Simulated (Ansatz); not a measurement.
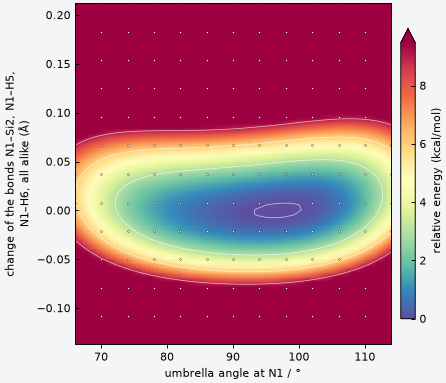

Br2H2NSi, SMILES N[Si](Br)Br, spin multiplicity 2. 
- Coordinates scanned: (1) umbrella angle at N1 (between each of its bonds and their common axis; 90 is planar); (2) change of the bonds N1–Si2, N1–H5, N1–H6, all alike.
- Nothing is relaxed (all other coordinates rigid).
- Grid: 13 × 13 points.
- Points are written as (first, second).
- Energies: kcal/mol, counted from the lowest grid point.
- All numbers below come from UKS PBE0-D4/def2-SVP (Ansatz 0.2.0).

In the figure: a smooth colour map with a few white contour lines, dots at the grid points, one colour for all values above the top of the scale. Between grid points the surface is interpolated.

> Estimate the position of the minimum and the force constants in these coordinates.

The interpolated minimum is at the first coordinate ≈ 97.0°, the second coordinate ≈ 0.000 Å. The curvatures there are about 1.9 eV/rad² and 122 eV/Å², with a cross term of about −3.9 eV/(rad·Å). Round the minimum the valley is somewhat tilted: raising the first coordinate shifts the best value of the second coordinate upwards (coupling k₁₂/√(k₁₁k₂₂) about −0.3). (1 eV is 23.1 kcal/mol.)
